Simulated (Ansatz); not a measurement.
CH₃FSSi

```xyz
7

C    -1.0432    0.7863    0.2651
S    -0.0090    0.4895    1.4957
Si    1.5525   -1.0457    0.7812
F     1.2844   -0.8909   -0.8740
H    -1.9997    1.2667    0.4773
H    -0.8034    0.4928   -0.7603
H     2.6815   -0.0393    0.9860
```

Method: RKS B3LYP/def2-SVPD in Ansatz 0.2.0.

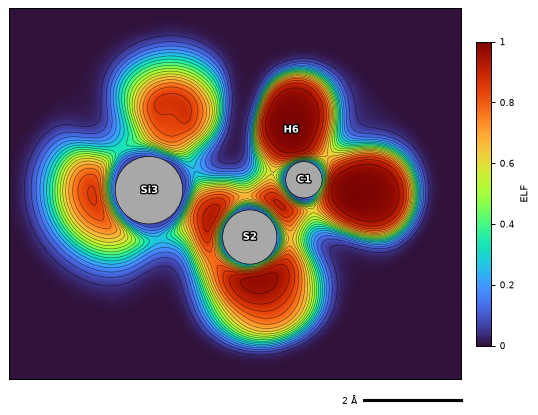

Figure 1. Electron localisation function on the plane of atoms C1, S2 and Si3. Grey discs cover the atomic cores.

Interpret the plot.

Atoms in the plane: C, S, Si and H. C–S (1.63 Å): the ELF peaks at about 0.90 between the atoms, as expected for a covalent bond. Si–S (2.30 Å): the ELF peaks at about 0.95 between the atoms; a covalent bond. C–H (1.09 Å): the ELF climbs to about 1 towards the hydrogen, as it does in any bond to H; an ordinary covalent bond to hydrogen. The ELF also peaks beside S2, Si3 and F4, away from the bonds: lone-pair regions.

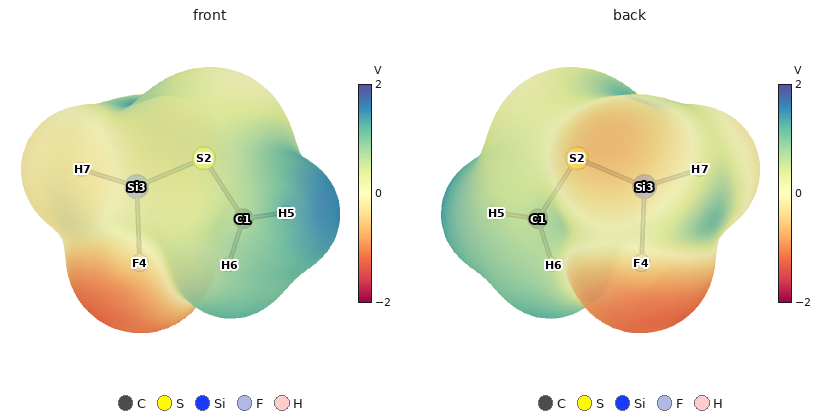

Figure 2. The molecular electrostatic potential painted on the density surface at 0.002 e/bohr³, seen from the front and from behind; red is negative and blue positive.

Describe the electrostatic potential map.

The most negative region (about −1.2 V, or −28 kcal/mol for a unit charge) lies over F4, the most positive (about +1.6 V, or +37 kcal/mol for a unit charge) over H5.

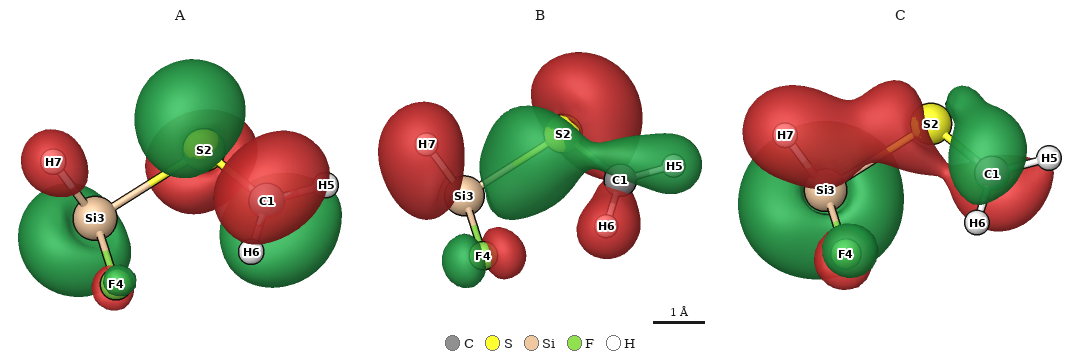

Figure 3. Three frontier orbitals at ±0.1 Å⁻³ᐟ² (green and red are the two phases), in no order.

Which picture is the HOMO−1, the HOMO and the LUMO?

B is the HOMO−1 (−8.44 eV). Its weight (Hirshfeld) is mainly on S2 (about 55 %), Si3 (about 15 %), H7 (about 10 %) and C1 (about 10 %). C is the HOMO (−6.09 eV). Its weight (Hirshfeld) is mainly on Si3 (about 60 %), C1 (about 15 %), S2 (about 10 %) and H7 (about 10 %). A is the LUMO (−3.48 eV). It lies mainly on C1 (about 35 %), S2 (about 35 %) and Si3 (about 15 %); π-antibonding (π*) across C1–S2.

What is the HOMO–LUMO gap?

2.61 eV between the orbital energies.
